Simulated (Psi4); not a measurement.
# CHClF2 (difluorochloromethane) at r2SCAN/6-311+G(d,p)

What is the vertical singlet–triplet gap of CHClF2 (difluorochloromethane) at r2SCAN/6-311+G**? 

Program for the calculation: Psi4 1.11.

2 further runs of the same task are left out: 2 set aside as unsound or not needed.

## (1) The structure to begin with

The species is CHClF2 (5 atoms), meant as a singlet with charge 0. SMILES: `FC(F)Cl`. The coordinates come from a PBE0-D4/def2-TZVP relaxation.

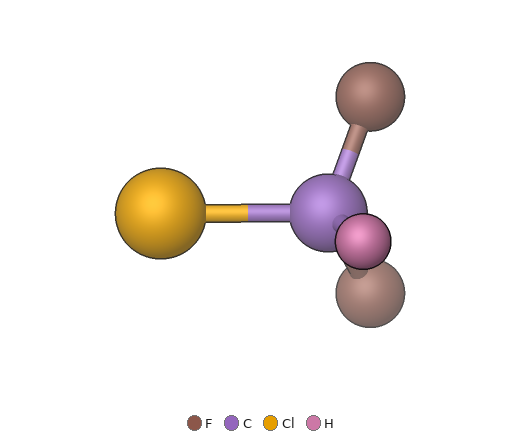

Viewed from a chosen angle; fluorine brown, carbon purple, chlorine amber, hydrogen pink.

## (2) Energy and gradient at r2SCAN/6-311+G(d,p)

File job.inp:

```
memory 1600 mb

molecule {
  0 1
  F      0.038900    -0.568100     1.222300
  C      0.109400     0.023600     0.028300
  F      0.844200    -0.745900    -0.776900
  Cl    -1.511000     0.208900    -0.640800
  H      0.568600     1.007800     0.125800
  symmetry c1
}

set basis 6-311+G**
set puream true
set e_convergence 1e-09
set d_convergence 1e-08
set scf_type pk
set dft_radial_points 99
set dft_spherical_points 590

e_tot, wfn = gradient("r2scan", return_wfn=True)
oeprop(wfn, "WIBERG_LOWDIN_INDICES", "MULLIKEN_CHARGES", "LOWDIN_CHARGES")
print_variables()
```

Run with:

```sh
$ psi4 job.inp job.out -n 1
```

job.out:

```text
[...]
  Running in c1 symmetry.
[...]
  Nuclear repulsion =  168.406744960820134
[...]
  Multiplicity = 1
[...]
  Nalpha       = 21
  Nbeta        = 21
[...]
    Number of basis functions: 102
[...]
   @RKS iter   1:  -698.47687338444177   -9.30144e-02   4.32198e-03 ADIIS/DIIS
[...]
   @RKS iter  12:  -698.53999220258106   -1.13687e-12   8.63178e-10 DIIS
[...]
    Orbital Energies [Eh]
    ---------------------
    Doubly Occupied:
       1A   -101.236646     2A    -24.535535     3A    -24.535493
       4A    -10.272736     5A     -9.397221     6A     -7.144369
       7A     -7.133748     8A     -7.133605     9A     -1.270672
      10A     -1.206746    11A     -0.850241    12A     -0.674849
      13A     -0.564478    14A     -0.558475    15A     -0.522135
      16A     -0.424614    17A     -0.419618    18A     -0.401856
      19A     -0.356957    20A     -0.316436    21A     -0.315289
[...]
  @RKS Final Energy:  -698.53999220258106
   => Energetics <=
    Nuclear Repulsion Energy =            168.4067449608201343
    One-Electron Energy =               -1300.2732467208390972
    Two-Electron Energy =                 488.1790847997066294
    DFT Exchange-Correlation Energy =     -54.8525752422687205
    Empirical Dispersion Energy =           0.0000000000000000
    VV10 Nonlocal Energy =                  0.0000000000000000
    Total Energy =                       -698.5399922025810611
[...]
 Multipole Moments:
 ------------------------------------------------------------------------------------
     Multipole            Electronic (a.u.)      Nuclear  (a.u.)        Total (a.u.)
 ------------------------------------------------------------------------------------
 L = 1.  Multiply by 2.5417464519 to convert [e a0] to [Debye]
 Dipole X            :         -0.1264851            0.3419783            0.2154932
 Dipole Y            :         -1.0887001            1.6382840            0.5495839
 Dipole Z            :          0.0456700           -0.0079884            0.0376816
 Magnitude           :                                                    0.5915232
[...]
  -Total Gradient:
     Atom            X                  Y                   Z
    ------   -----------------  -----------------  -----------------
       1        0.000335116585     0.004726843135    -0.008947274970
       2       -0.001489067425    -0.009536746915     0.000182009151
       3       -0.005657081198     0.006076228435     0.005898729270
       4        0.006271391708    -0.000503591579     0.002576832190
       5       -0.000614625073    -0.000532793045    -0.000195674732
[...]
  Mulliken Charges: (a.u.)
   Center  Symbol    Alpha    Beta     Spin     Total
       1     F     4.52893  4.52893  0.00000 -0.05786
       2     C     3.13917  3.13917  0.00000 -0.27833
       3     F     4.52887  4.52887  0.00000 -0.05774
       4    CL     8.41029  8.41029  0.00000  0.17942
       5     H     0.39275  0.39275  0.00000  0.21451
   Total alpha = 21.00000, Total beta = 21.00000, Total charge =  0.00000
  Lowdin Charges: (a.u.)
   Center  Symbol    Alpha    Beta     Spin     Total
       1     F     4.55367  4.55367  0.00000 -0.10734
[...]
```

Run time: 56 s. Hardware: 1 thread of Intel Xeon Platinum 8259CL at 2.50GHz (Skylake/Cascade Lake), shared host; peak memory 0.71 GiB.

## (3) The triplet, same level

File calc.in:

```
memory 1600 MB

molecule {
  0 3
  F      0.038900    -0.568100     1.222300
  C      0.109400     0.023600     0.028300
  F      0.844200    -0.745900    -0.776900
  Cl    -1.511000     0.208900    -0.640800
  H      0.568600     1.007800     0.125800
  units angstrom
  symmetry c1
}

set globals {
  basis                6-311+G**
  reference            uks
  puream               true
  e_convergence        1e-09
  d_convergence        1e-08
  scf_type             pk
  dft_radial_points    99
  dft_spherical_points 590
  maxiter              100
}

energy_value, wavefunction = gradient("r2scan", return_wfn=True)
oeprop(wavefunction, "MAYER_INDICES", "MULLIKEN_CHARGES", "QUADRUPOLE", title="R2SCAN")
print_variables()
```

Run with:

```sh
$ psi4 -n 1 calc.in calc.out
```

calc.out (excerpt; [...] marks lines left out):

```text
[...]
  Running in c1 symmetry.
[...]
  Nuclear repulsion =  168.406744960820134
[...]
  Multiplicity = 3
[...]
  Nalpha       = 22
  Nbeta        = 20
[...]
    Number of basis functions: 102
[...]
   @UKS iter   1:  -698.15065836986582    2.33201e-01   5.22780e-03 DIIS/ADIIS
[...]
   @UKS iter  16:  -698.27132362930206   -3.97904e-12   5.91983e-09 DIIS
[...]
   @S^2 Observed:                2.005035853E+00
[...]
  @UKS Final Energy:  -698.27132362930206
   => Energetics <=
    Nuclear Repulsion Energy =            168.4067449608201343
    One-Electron Energy =               -1299.4295853777757657
    Two-Electron Energy =                 487.6172821200769931
    DFT Exchange-Correlation Energy =     -54.8657653324233365
    Empirical Dispersion Energy =           0.0000000000000000
    VV10 Nonlocal Energy =                  0.0000000000000000
    Total Energy =                       -698.2713236293020600
[...]
  -Total Gradient:
     Atom            X                  Y                   Z
    ------   -----------------  -----------------  -----------------
       1       -0.003620512928     0.008064290229    -0.024162279062
       2       -0.125501663814     0.023683252857    -0.052711291579
       3       -0.018797144774     0.011442162481     0.013455447774
       4        0.155331453076    -0.023803419483     0.064677057570
       5       -0.008171755240    -0.019323541686    -0.001570512327
[...]
 Multipole Moments:
 ------------------------------------------------------------------------------------
     Multipole            Electronic (a.u.)      Nuclear  (a.u.)        Total (a.u.)
 ------------------------------------------------------------------------------------
 L = 1.  Multiply by 2.5417464519 to convert [e a0] to [Debye]
 Dipole X            :         -0.2027887            0.3419783            0.1391895
 Dipole Y            :         -1.1741645            1.6382840            0.4641195
 Dipole Z            :          0.0225513           -0.0079884            0.0145628
 Magnitude           :                                                    0.4847605
 L = 2.  Multiply by 1.3450342976 to convert [e a0^2] to [Debye ang]
 Quadrupole XX       :       -164.4121055          139.7836488          -24.6284567
 Quadrupole XY       :         49.9707311          -48.0003274            1.9704038
[...]
  Mulliken Charges: (a.u.)
   Center  Symbol    Alpha    Beta     Spin     Total
[...]
```

Wall time 92 s (1 thread of Intel Xeon Platinum 8259CL at 2.50GHz (Skylake/Cascade Lake), shared host); peak memory 0.71 GiB.

## (4) Outcome

At r2SCAN/6-311+G**:

| quantity | value |
| --- | --- |
| singlet: total energy | -698.53999 Eh |
| singlet: dipole moment | 1.50 D |
| singlet: HOMO energy | -8.58 eV |
| singlet: LUMO energy | -0.57 eV |
| singlet: HOMO–LUMO gap | 8.01 eV |
| singlet: largest force on an atom | 0.524 eV/Å |
| triplet: total energy | -698.27132 Eh |
| triplet: dipole moment | 1.23 D |
| triplet: HOMO energy (highest over α and β) | -1.85 eV |
| triplet: ⟨S²⟩ | 2.005 |
| triplet: largest force on an atom | 8.738 eV/Å |
| vertical energy of the triplet above the singlet | 7.311 eV |

In words: At this shape the triplet lies 7.31 eV (705 kJ/mol) above the singlet. The largest force (singlet) is 0.52 eV/Å: the shape isn't a stationary point for this species at this level.
